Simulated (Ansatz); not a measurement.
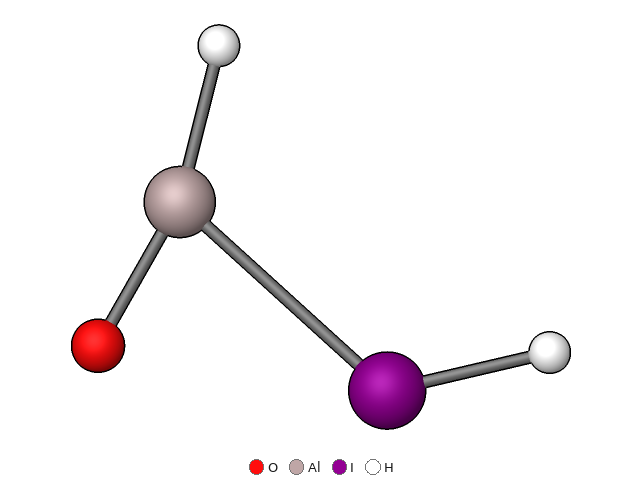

Every bond is drawn as one stick, whatever its order.

**Give the formula.**

AlH2IO, 5 atoms: 1 aluminium, 2 hydrogen, 1 iodine and 1 oxygen.

**How many sets of symmetry-equivalent atoms are there?**

5: 1 O, 1 Al, 1 I, 1 H, 1 H.

**What is the point group of this geometry?**

Cs.

**How many bonds of each kind are drawn?**

1 Al–O, 1 Al–I, 1 I–H, 1 Al–H. Sticks follow a distance rule.

More results for the same structure follow; atom numbers are the same in all pictures, views and colours differ. The geometry was computed by an optimisation with PBE0-D4/def2-TZVP. No frequency run is at hand to confirm it as a minimum.

Shape

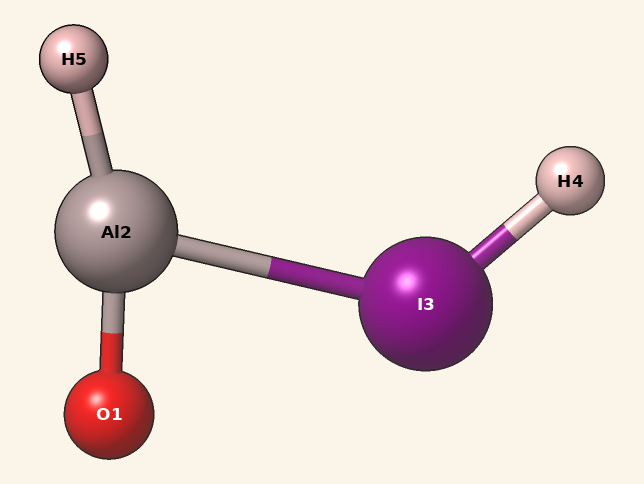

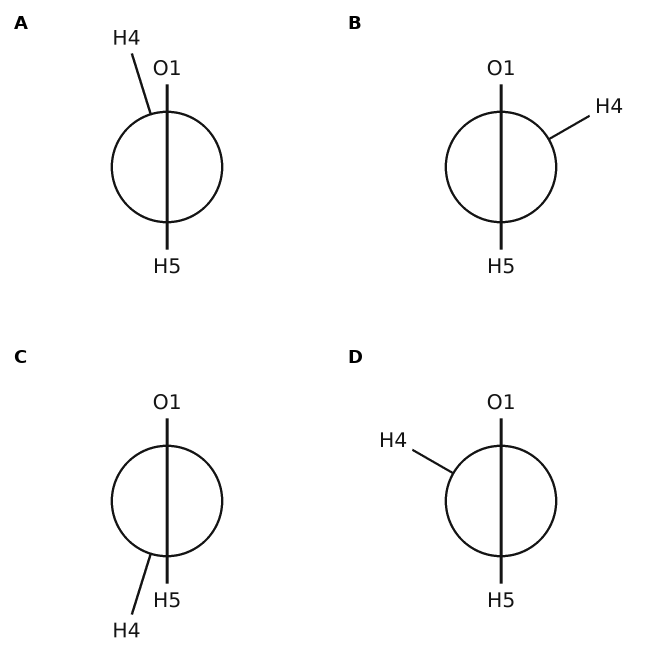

Depth is shown by fading: the farther an atom, the more it takes the colour of the background. Bonds that would overlap in a projection are set slightly apart. No frequency run is at hand to confirm it as a minimum.

**Which Newman projection shows the view along Al2–I3, with Al2 in front?**

C. The torsion angle O1–Al2–I3–H4 is 180°, antiperiplanar (anti).

Charges

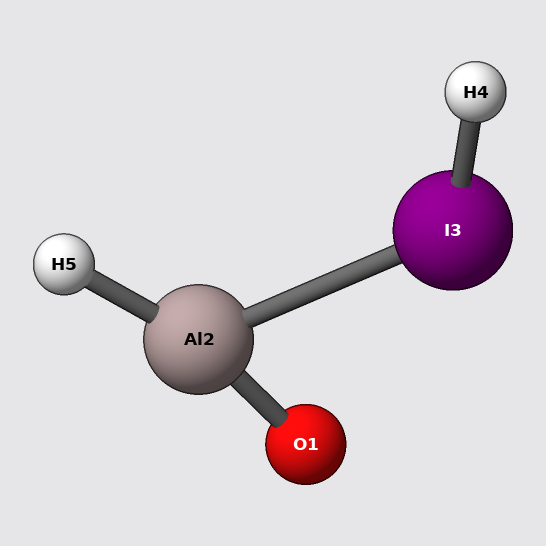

The questions are on Mulliken charges. No frequency run is at hand to confirm it as a minimum. Properties computed with RKS PBE0-D4/def2-TZVP, core potentials on I (Ansatz 0.2.0).

**Which atom carries the highest charge (most positive or least negative)?**

Al2 (0.44 e).

**And the lowest?**

O1 (−0.54 e).

Give the Mulliken charges atom by atom.

```json
{"atom": "O1", "value (e)": "−0.54"}
{"atom": "Al2", "value (e)": "0.44"}
{"atom": "I3", "value (e)": "0.03"}
{"atom": "H4", "value (e)": "0.10"}
{"atom": "H5", "value (e)": "−0.03"}
```

Electronic properties

No frequency run is at hand to confirm it as a minimum. Properties computed with RKS PBE0-D4/def2-TZVPP, core potentials on I (Ansatz 0.2.0).

What does the calculation give?

- HOMO energy (Kohn–Sham orbital): −7.02 eV
- LUMO energy (Kohn–Sham orbital): −1.21 eV
- HOMO–LUMO gap: 5.81 eV

Dipole moment

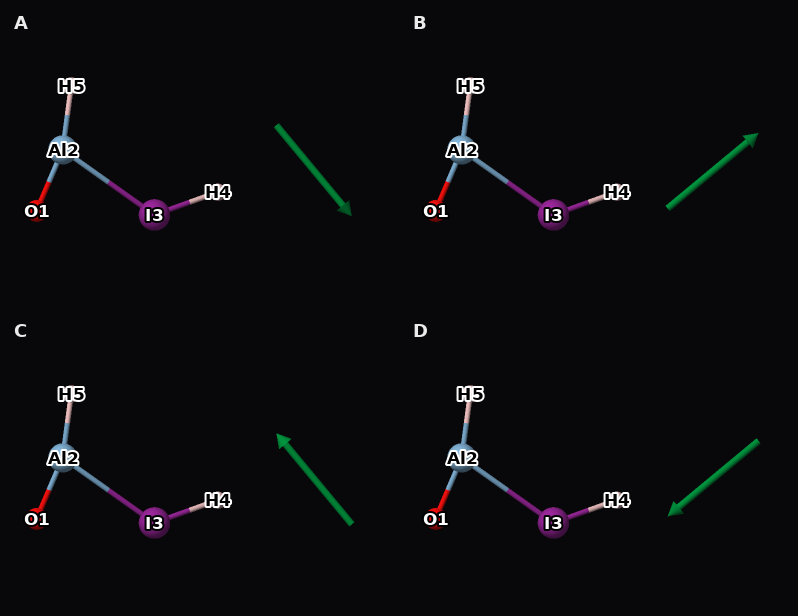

The same molecule four times, each with an arrow. No frequency run is at hand to confirm it as a minimum. Properties computed with RKS PBE0-D4/def2-TZVP, core potentials on I (Ansatz 0.2.0).

**Which arrow points along the dipole moment, from the negative to the positive end?**

B. The dipole moment is 4.65 D; it points from the side of O1 to the side of H4 (the outermost atoms at the two ends).

Mulliken values depend strongly on the basis set and can even reverse the polarity of a bond.
